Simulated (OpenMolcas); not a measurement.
# A workflow on C4H12Sn (SMILES [CH3][Sn]([CH3])([CH3])[CH3])

We compute the energy (HF/ANO-RCC-MB), then the energy (CASSCF(2,2)/ANO-RCC-VDZ), then an energy scan (CASPT2(2,2)/ANO-RCC-VDZ), then an energy scan (SC-NEVPT2(2,2)/ANO-RCC-VDZ), then an energy scan (MC-PDFT[tPBE](2,2)/ANO-RCC-VDZ) of C4H12Sn. 

The calculation is run with OpenMolcas 26.06.

## (1) The system as given

C4H12Sn: 17 atoms, total charge 0, spin state singlet. As SMILES, `[CH3][Sn]([CH3])([CH3])[CH3]`. The shape is that of a PBE0-D4/def2-TZVP optimisation.

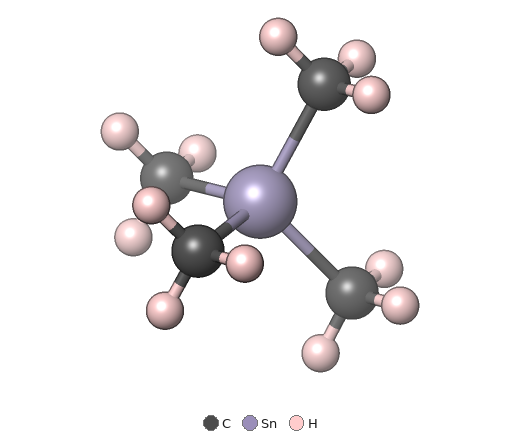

Viewed from a chosen angle; carbon dark grey, tin purple, hydrogen pink.

## (2) The energy at HF/ANO-RCC-MB (DKH2) (run 1)

Input file geom.xyz:

```xyz
17

C     -0.450590     0.847090    -1.921310
Sn    -0.000010    -0.000030     0.000060
C      2.084150     0.281310     0.435320
C     -0.449910    -2.099920    -0.019970
C     -1.183640     0.971530     1.505860
H     -0.231200     1.915900    -1.926320
H      0.146720     0.366440    -2.697660
H     -1.506240     0.708250    -2.159670
H      2.328700    -0.141750     1.410880
H      2.329620     1.344380     0.446530
H      2.699990    -0.209230    -0.320080
H     -0.213990    -2.548310     0.946360
H      0.134420    -2.606500    -0.789680
H     -1.509250    -2.259180    -0.227230
H     -2.246520     0.832330     1.302350
H     -0.961290     0.556140     2.489990
H     -0.970980     2.041550     1.524580
```

Input file step1.input:

```
>>> EXPORT MOLCAS_PRINT=2
&GATEWAY
Coord
geom.xyz
Basis
ANO-RCC-MB
Group
NoSym
&SEWARD
&SCF
PrOrbitals
0
&LOCALISATION
Occupied
Freeze
Pipek-Mezey
&LOCALISATION
FileOrb
$Project.LocOrb
Virtual
Pipek-Mezey
```

Launch:

```console
$ export MOLCAS_MEM=1860
$ pymolcas step1.input > step1.log
```

Log:

```text
--- Start Module: gateway ---
[...]
--- Stop Module: gateway /rc=_RC_ALL_IS_WELL_ ---
[...]
      Basis functions           59
[...]
       Convergence after   8 Iterations
[...]
::    Total SCF energy                              -6330.7423509269
[...]
      Total spin, S                                     0.0000000000
[...]
      Total electronic charge=   86.000000
      Total            charge=   -0.000000
[...]
      Dipole Moment (debye):
      Origin of the operator (angstrom)=   -0.0000   -0.0000    0.0000
                   X= -1.8153E-04               Y= -3.0904E-04               Z=  1.1545E-03           Total=  1.2089E-03
      Quadrupole Moment (debye*angstrom):
[...]
--- Start Module: localisation ---
[...]
--- Stop Module: localisation /rc=_RC_ALL_IS_WELL_ ---
--- Start Module: localisation ---
[...]
--- Stop Module: localisation /rc=_RC_ALL_IS_WELL_ ---
[...]
```

It took 29 s on 1 thread of Intel Xeon Platinum 8259CL at 2.50GHz (Skylake/Cascade Lake), shared host; peak memory 0.42 GiB.

## (3) A single-point energy at CASSCF(2,2)/ANO-RCC-VDZ (DKH2, RICD fitting) (run 2)

geom.xyz is that of step 2.

Input file step2.input:

```
* C4H12Sn CASSCF
>>> EXPORT MOLCAS_PRINT=2
&GATEWAY
Coord
geom.xyz
Basis
ANO-RCC-MB
Group
NoSym
&SEWARD
&RASSCF
FileOrb
$CurrDir/step1.LocOrb
Alter
2
1 31 43
1 44 59
Spin
1
Nactel
2 0 0
Inactive
42
Ras2
2
OrbListing
Nothing
>>> COPY $Project.RunFile RUNFIL1
>>> COPY $Project.RasOrb INPORB
&GATEWAY
Coord
geom.xyz
Basis
ANO-RCC-VDZ
Group
NoSym
RICD
&SEWARD
>>> COPY $Project.RunFile RUNFIL2
&EXPBAS
&RASSCF
FileOrb
$Project.ExpOrb
Spin
1
Nactel
2 0 0
Inactive
42
Ras2
2
OrbListing
Nothing
OrbAppear
Compact
```

Launch:

```console
$ export MOLCAS_MEM=1860
$ pymolcas step2.input > step2.log
```

Log:

```text
--- Start Module: gateway ---
[...]
--- Stop Module: gateway /rc=_RC_ALL_IS_WELL_ ---
[...]
      Basis functions           59
[...]
      Number of active orbitals                  2
[...]
      Spin quantum number                      0.0
[...]
      Active orbitals                            2
[...]
      Number of CSFs                             3
[...]
      Number of root(s) required                 1
[...]
      Convergence after 11 iterations
[...]
      printout of CI-coefficients larger than  0.05 for root  1
      energy=   -6330.756585
      conf/sym  11     Coeff  Weight
             1  20   0.99556 0.99113
             3  02  -0.09418 0.00887
      Natural orbitals and occupation numbers for root  1
      sym 1:   1.982261   0.017739
      ************************************************************************************************************************
      *                                                    Final results                                                     *
[...]
::    RASSCF root number  1 Total energy:  -6330.75658492
[...]
      Basis functions           91
[...]
--- Start Module: expbas ---
[...]
--- Stop Module: expbas /rc=_RC_ALL_IS_WELL_ ---
--- Start Module: rasscf ---
[...]
      Convergence after 11 iterations
[...]
      Natural orbitals and occupation numbers for root  1
      sym 1:   1.981899   0.018101
      ************************************************************************************************************************
      *                                                    Final results                                                     *
[...]
::    RASSCF root number  1 Total energy:  -6330.93339868
[...]
      Total electronic charge=   86.000000
      Total            charge=   -0.000000
[...]
      Dipole Moment (debye):
      Origin of the operator (angstrom)=   -0.0000   -0.0000    0.0000
                   X= -3.9722E-03               Y= -4.8333E-03               Z= -7.7204E-03           Total=  9.9370E-03
      Quadrupole Moment (debye*angstrom):
[...]
--- Stop Module: rasscf /rc=_RC_ALL_IS_WELL_ ---
[...]
```

Wall time 53 s (1 thread of Intel Xeon Platinum 8259CL at 2.50GHz (Skylake/Cascade Lake), shared host); peak memory 0.42 GiB.

## (4) An energy scan at CASPT2(2,2)/ANO-RCC-VDZ (DKH2, RICD fitting, ipea shift 0.25 Eh, pt2 variant SS) (run 3)

Input file step3.input:

```
>>> COPY $CurrDir/step2.RasOrb $Project.RasOrb
>>> ForEach K in (1, 2, 3, 4, 5, 6, 7, 8, 9)

&gateway
  coord = $CurrDir/point$K.xyz
  basis = ANO-RCC-VDZ
  group = NoSym
  ricd

&seward

&rasscf
  fileorb = $Project.RasOrb
  spin = 1
  nactel = 2 0 0
  inactive = 42
  ras2 = 2
  orblisting = Nothing
  orbappear = Compact

&caspt2
  imaginary = 0.2
  frozen = 22
>>> EndDo
```

Launch:

```console
$ export MOLCAS_MEM=1860
$ pymolcas step3.input > step3.log
```

Log:

```text
[...]
      Basis functions           91
[...]
      Number of active orbitals                  2
[...]
      Spin quantum number                      0.0
[...]
      Active orbitals                            2
[...]
      Number of CSFs                             3
[...]
      Number of root(s) required                 1
[...]
      Convergence after 11 iterations
[...]
      Natural orbitals and occupation numbers for root  1
      sym 1:   1.987474   0.012526
      ************************************************************************************************************************
      *                                                    Final results                                                     *
[...]
::    RASSCF root number  1 Total energy:  -6330.92181702
[...]
::    CASPT2 Root  1     Total energy:  -6331.33976321
[...]
      Convergence after 11 iterations
[...]
      Natural orbitals and occupation numbers for root  1
      sym 1:   1.981905   0.018095
      ************************************************************************************************************************
      *                                                    Final results                                                     *
[...]
      Convergence after 12 iterations
[...]
      Natural orbitals and occupation numbers for root  1
      sym 1:   1.849328   0.150672
      ************************************************************************************************************************
      *                                                    Final results                                                     *
[...]
      Convergence after 11 iterations
[...]
      Natural orbitals and occupation numbers for root  1
      sym 1:   1.712328   0.287672
      ************************************************************************************************************************
      *                                                    Final results                                                     *
[...]
      Convergence after 11 iterations
[...]
      Natural orbitals and occupation numbers for root  1
      sym 1:   1.480407   0.519593
      ************************************************************************************************************************
      *                                                    Final results                                                     *
[...]
::    RASSCF root number  1 Total energy:  -6330.78445446
[...]
::    CASPT2 Root  1     Total energy:  -6331.19860300
[...]
      Convergence after 10 iterations
[...]
::    RASSCF root number  1 Total energy:  -6330.77425730
[...]
::    CASPT2 Root  1     Total energy:  -6331.18660060
[...]
```

Run time: 3.3 min. Hardware: 1 thread of Intel Xeon Platinum 8259CL at 2.50GHz (Skylake/Cascade Lake), shared host; peak memory 0.33 GiB.

The scan, from its lowest point:

```tsv
H6–C1 (Å)	energy (kJ/mol)
0.982	30.6
1.091	0.0
1.200	9.8
1.364	60.4
1.582	147.9
1.855	249.4
2.182	337.4
2.619	401.2
3.273	432.7
```

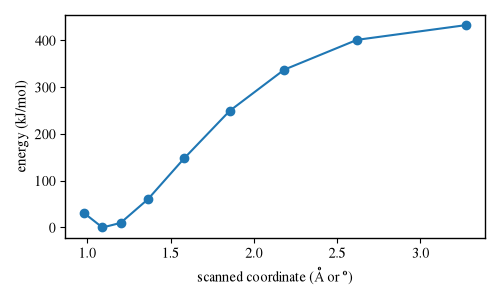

Energy along the scan.

## (5) The energy along one coordinate at SC-NEVPT2(2,2)/ANO-RCC-VDZ (DKH2, RICD fitting, pt2 variant SC-NEVPT2) (run 4)

Input file step4.input:

```
* C4H12Sn NEVPT2
>>> EXPORT MOLCAS_PRINT=2
>>> COPY $CurrDir/step2.RasOrb $Project.RasOrb
>>> ForEach K in (1, 2, 3, 4, 5, 6, 7, 8, 9)

&GATEWAY
  Coord=$CurrDir/point$K.xyz
  Basis=ANO-RCC-VDZ
  Group=NoSym
  RICD

&SEWARD

&RASSCF
  FileOrb=$Project.RasOrb
  Spin=1
  Nactel=2 0 0
  Inactive=42
  Ras2=2
  OrbListing=Nothing
  OrbAppear=Compact

&CASPT2
  SC-NEVPT2
  Frozen=22
>>> EndDo
```

Launch:

```console
$ export MOLCAS_MEM=1860
$ pymolcas step4.input > step4.log
```

Log:

```text
[...]
      Basis functions           91
[...]
      Number of active orbitals                  2
[...]
      Spin quantum number                      0.0
[...]
      Active orbitals                            2
[...]
      Number of CSFs                             3
[...]
      Number of root(s) required                 1
[...]
      Convergence after 11 iterations
[...]
      printout of CI-coefficients larger than  0.05 for root  1
      energy=   -6330.921817
      conf/sym  11     Coeff  Weight
             1  20   0.99686 0.99374
             3  02  -0.07914 0.00626
      Natural orbitals and occupation numbers for root  1
      sym 1:   1.987474   0.012526
      ************************************************************************************************************************
      *                                                    Final results                                                     *
[...]
::    RASSCF root number  1 Total energy:  -6330.92181702
[...]
      E2 (Variational):          -0.4179674195
[...]
::    SC-NEVPT2 Root  1     Total energy:  -6331.33975201
[...]
      Convergence after 11 iterations
[...]
      Natural orbitals and occupation numbers for root  1
      sym 1:   1.981905   0.018095
      ************************************************************************************************************************
      *                                                    Final results                                                     *
[...]
      Convergence after 12 iterations
[...]
      Natural orbitals and occupation numbers for root  1
      sym 1:   1.849328   0.150672
      ************************************************************************************************************************
      *                                                    Final results                                                     *
[...]
      Convergence after 11 iterations
[...]
      Natural orbitals and occupation numbers for root  1
      sym 1:   1.712328   0.287672
      ************************************************************************************************************************
      *                                                    Final results                                                     *
[...]
      Convergence after 11 iterations
[...]
::    RASSCF root number  1 Total energy:  -6330.78445446
[...]
::    SC-NEVPT2 Root  1     Total energy:  -6331.19678052
[...]
      Convergence after 10 iterations
[...]
::    RASSCF root number  1 Total energy:  -6330.77425730
[...]
      E2 (Variational):          -0.4106474798
[...]
      Reference weight:           0.85271
[...]
::    SC-NEVPT2 Root  1     Total energy:  -6331.18490478
[...]
```

Wall time 3 min (1 thread of Intel Xeon Platinum 8259CL at 2.50GHz (Skylake/Cascade Lake), shared host); peak memory 0.33 GiB.

The scan, from its lowest point:

```tsv
H6–C1 (Å)	energy (kJ/mol)
0.982	31.5
1.091	0.0
1.200	9.3
1.364	59.7
1.582	147.9
1.855	251.2
2.182	341.5
2.619	406.8
3.273	438.0
```

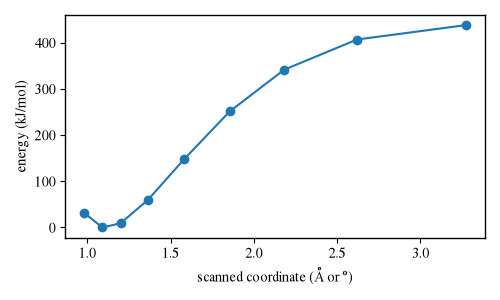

Energy along the scan.

## (6) An energy scan at MC-PDFT[tPBE](2,2)/ANO-RCC-VDZ (DKH2, RICD fitting) (run 5)

Input file step5.inp:

```
>>> COPY $CurrDir/step2.RasOrb $Project.RasOrb
>>> ForEach K in (1, 2, 3, 4, 5, 6, 7, 8, 9)

&GATEWAY
 COORD = $CurrDir/point$K.xyz
 BASIS = ANO-RCC-VDZ
 GROUP = NoSym
 RICD

&SEWARD

&RASSCF
 FILEORB = $Project.RasOrb
 SPIN = 1
 NACTEL = 2 0 0
 INACTIVE = 42
 RAS2 = 2
 ORBLISTING = Nothing
 ORBAPPEAR = Compact

&MCPDFT
 KSDFT = T:PBE
>>> EndDo
```

Launch:

```console
$ export MOLCAS_MEM=1860
$ pymolcas step5.inp > step5.log
```

Log:

```text
--- Start Module: gateway ---
[...]
      Basis functions           91
[...]
      Number of active orbitals                  2
[...]
      Spin quantum number                      0.0
[...]
      Active orbitals                            2
[...]
      Number of CSFs                             3
[...]
      Number of root(s) required                 1
[...]
      Convergence after 11 iterations
[...]
      printout of CI-coefficients larger than  0.05 for root  1
      energy=   -6330.921817
      conf/sym  11     Coeff  Weight
             1  20   0.99686 0.99374
             3  02  -0.07914 0.00626
      Natural orbitals and occupation numbers for root  1
      sym 1:   1.987474   0.012526
      ************************************************************************************************************************
      *                                                    Final results                                                     *
[...]
::    RASSCF root number  1 Total energy:  -6330.92181702
[...]
::    MCPDFT root number  1 Total energy:  -6334.24053834
[...]
      Convergence after 11 iterations
[...]
      Natural orbitals and occupation numbers for root  1
      sym 1:   1.981905   0.018095
      ************************************************************************************************************************
      *                                                    Final results                                                     *
[...]
      Convergence after 12 iterations
[...]
      Natural orbitals and occupation numbers for root  1
      sym 1:   1.849328   0.150672
      ************************************************************************************************************************
      *                                                    Final results                                                     *
[...]
      Convergence after 11 iterations
[...]
      Natural orbitals and occupation numbers for root  1
      sym 1:   1.712328   0.287672
      ************************************************************************************************************************
      *                                                    Final results                                                     *
[...]
      Convergence after 11 iterations
[...]
::    RASSCF root number  1 Total energy:  -6330.78445446
[...]
::    MCPDFT root number  1 Total energy:  -6334.07908490
[...]
      Convergence after 10 iterations
[...]
::    RASSCF root number  1 Total energy:  -6330.77425730
[...]
      Total electronic charge=   86.000000
      Total            charge=   -0.000000
[...]
::    MCPDFT root number  1 Total energy:  -6334.06553289
[...]
```

Wall time 3.5 min (1 thread of Intel Xeon Platinum 8259CL at 2.50GHz (Skylake/Cascade Lake), shared host); peak memory 0.33 GiB.

The scan, from its lowest point:

```tsv
H6–C1 (Å)	energy (kJ/mol)
0.982	29.2
1.091	0.0
1.200	11.3
1.364	65.3
1.582	159.8
1.855	272.8
2.182	375.6
2.619	453.1
3.273	488.7
```

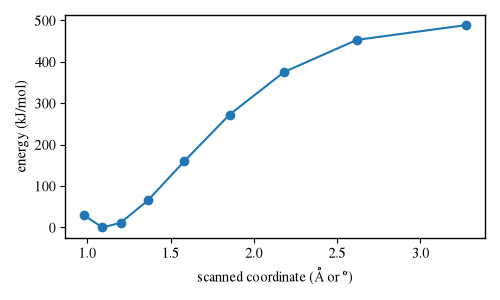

Energy along the scan.

## (7) Summary of results

```
                                                        quantity           value
                              run 1, HF/ANO-RCC-MB: total energy  -6330.74235 Eh
                             run 1, HF/ANO-RCC-MB: dipole moment          0.00 D
                               run 1, HF/ANO-RCC-MB: HOMO energy       -11.49 eV
                               run 1, HF/ANO-RCC-MB: LUMO energy         6.15 eV
                             run 1, HF/ANO-RCC-MB: HOMO–LUMO gap        17.63 eV
                    run 2, CASSCF(2,2)/ANO-RCC-VDZ: total energy  -6330.93340 Eh
  run 2, CASSCF(2,2)/ANO-RCC-VDZ: dipole moment (CASSCF density)          0.01 D
       run 3, CASPT2(2,2)/ANO-RCC-VDZ: lowest energy of the scan  -6331.35141 Eh
    run 4, SC-NEVPT2(2,2)/ANO-RCC-VDZ: lowest energy of the scan  -6331.35174 Eh
run 5, MC-PDFT[tPBE](2,2)/ANO-RCC-VDZ: lowest energy of the scan  -6334.25166 Eh
```

In words: Mulliken charges (run 1, HF/ANO-RCC-MB) run from -0.72 on C1 to +1.26 on Sn2. Mulliken charges (run 2, CASSCF(2,2)/ANO-RCC-VDZ) run from -0.69 on C4 to +1.40 on Sn2; they depend strongly on the basis.
